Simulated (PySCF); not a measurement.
**CH$_{5}$ClSi: geometry relaxation**

CH$_{5}$ClSi, SMILES [SiH3]CCl, computed with PBE0-D3(BJ)/def2-SVP geometry optimisation, gas phase (PySCF 2.14.0).

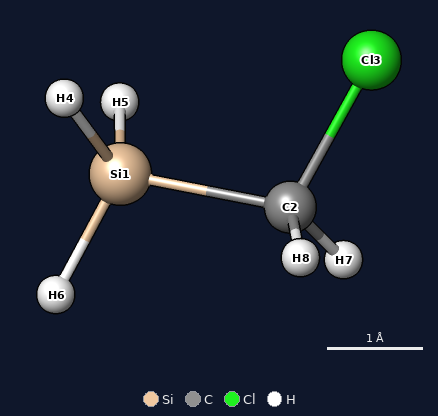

Figure 1. The structure as given in the input (ball-and-stick view, seen at a tilt; atoms are numbered from 1 in the order of the input). Bond lengths as drawn: C–Cl 1.78 Å, C–H 1.09 Å, C–Si 1.88 Å and H–Si 1.45 to 1.49 Å.

Summary

| quantity | value |
| --- | --- |
| outcome | converged |
| total energy | −790.207400 hartree |
| dipole moment | 1.60 D |
| point group | Cs |
| hardware | 1 CPU thread, shared host |
| wall time | 6.2 s |
| peak memory | 0.32 GiB |

Input file
```
{"job": {"xc": "PBE0", "basis": "def2-SVP", "d3": "d3bj", "grid": 1, "shake": 0.01, "kind": "geom"}, "charge": 0, "multiplicity": 1}
Si    -0.949810    -0.005620    -0.043220
C      0.924830    -0.181040    -0.035790
Cl     1.640890     1.294570     0.655970
H     -1.379870     0.208290     1.327960
H     -1.307440     1.169220    -0.885060
H     -1.519540    -1.208420    -0.620090
H      1.364110    -0.293230    -1.028370
H      1.281970    -1.002920     0.576130
```

The first line tells a small driver script what to run in PySCF; the rest is the geometry in Å.

Run as:
```bash
OMP_NUM_THREADS=1 python <driver script> task.json out
```

Output
```
step   0  E = -790.20531516  max force = 0.014348
step   1  E = -790.20732935  max force = 0.002495
step   2  E = -790.20739539  max force = 0.000784
step   3  E = -790.20740001  max force = 0.000287
optimisation converged
```

Trajectory as extended XYZ (Å, eV, eV/Å), 4 frames, from step=0 to step=3
```
8
Properties=species:S:1:pos:R:3:forces:R:3 step=0 energy=-21502.58187
Si   -0.9498   -0.0056   -0.0432    0.5807   0.5820  -0.4241
C     0.9248   -0.1810   -0.0358    0.1396   0.2960  -0.0668
Cl    1.6409    1.2946    0.6560    0.1342   0.4041   0.1887
H    -1.3799    0.2083    1.3280   -0.3197   0.0497   0.6833
H    -1.3074    1.1692   -0.8851   -0.0483   0.0387  -0.0172
H    -1.5195   -1.2084   -0.6201   -0.4501  -0.7378  -0.2790
H     1.3641   -0.2932   -1.0284   -0.0500  -0.1333  -0.3277
H     1.2820   -1.0029    0.5761    0.0137  -0.4995   0.2427
8
Properties=species:S:1:pos:R:3:forces:R:3 step=1 energy=-21502.63668
Si   -0.0238    0.7323    0.3781   -0.1064   0.0041   0.0295
C     1.8630    0.5817    0.3813    0.0880   0.0359   0.0670
Cl    2.5935    2.0745    1.0689   -0.0855  -0.1283  -0.0645
H    -0.5082    0.9216    1.7767    0.0222   0.0085  -0.0117
H    -0.4259    1.8984   -0.4593    0.0100   0.0079  -0.0034
H    -0.6434   -0.5131   -0.1830    0.0878   0.0326   0.0038
H     2.2652    0.4466   -0.6328   -0.0011   0.0181  -0.0211
H     2.2027   -0.2685    0.9917   -0.0150   0.0212   0.0004
8
Properties=species:S:1:pos:R:3:forces:R:3 step=2 energy=-21502.63847
Si   -0.0253    0.7359    0.3799   -0.0390  -0.0033   0.0044
C     1.8606    0.5794    0.3818    0.0403   0.0192   0.0147
Cl    2.5856    2.0686    1.0667   -0.0059  -0.0106  -0.0048
H    -0.5076    0.9241    1.7784    0.0067   0.0062  -0.0033
H    -0.4247    1.9021   -0.4591    0.0049   0.0002   0.0033
H    -0.6257   -0.5130   -0.1852    0.0140  -0.0030  -0.0081
H     2.2616    0.4466   -0.6336   -0.0113  -0.0041  -0.0030
H     2.1987   -0.2702    0.9929   -0.0098  -0.0045  -0.0032
8
Properties=species:S:1:pos:R:3:forces:R:3 step=3 energy=-21502.63860
Si   -0.0262    0.7365    0.3800   -0.0050  -0.0064  -0.0007
C     1.8604    0.5799    0.3829    0.0088   0.0148   0.0064
Cl    2.5860    2.0679    1.0676    0.0024  -0.0043  -0.0005
H    -0.5084    0.9248    1.7782   -0.0009   0.0023  -0.0005
H    -0.4240    1.9030   -0.4590   -0.0004   0.0013   0.0009
H    -0.6202   -0.5139   -0.1880    0.0007  -0.0016  -0.0041
H     2.2592    0.4464   -0.6333   -0.0036  -0.0026  -0.0009
H     2.1963   -0.2711    0.9933   -0.0021  -0.0033  -0.0005
```

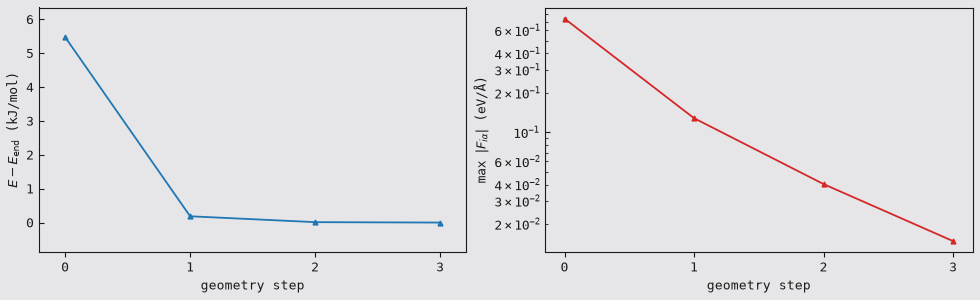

Figure 2. Progress of the relaxation, step by step (steps are counted from 0).

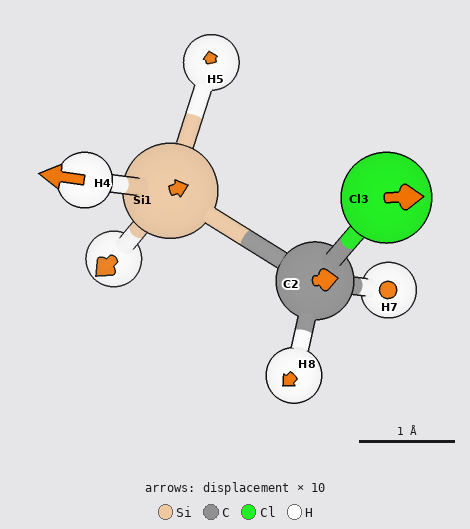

Figure 3. The starting structure with the displacements as orange arrows, magnified 10 times (ball-and-stick view, seen at a tilt). The two geometries are laid on each other by the best rigid fit. The largest move after the best rigid fit is that of H4, 0.050 Å. Largest moves by element: H 0.050 Å, Cl 0.048 Å, C 0.031 Å, Si 0.021 Å. Among the contacts that change: Si1–H6 1.451 → 1.496 Å, Si1–H4 1.453 → 1.491 Å, C2–Cl3 1.780 → 1.792 Å, Si1–C2 1.883 → 1.893 Å. Among the angles that change: H4–Si1–H6 112.4° → 109.5°, Si1–C2–H7 114.0° → 111.7°. The energy falls by 5.47 kJ/mol in 3 geometry steps. Largest force component: 0.74 eV/Å at the start, 0.015 eV/Å at the end. (Atoms are counted from 1 in the order of the input.)
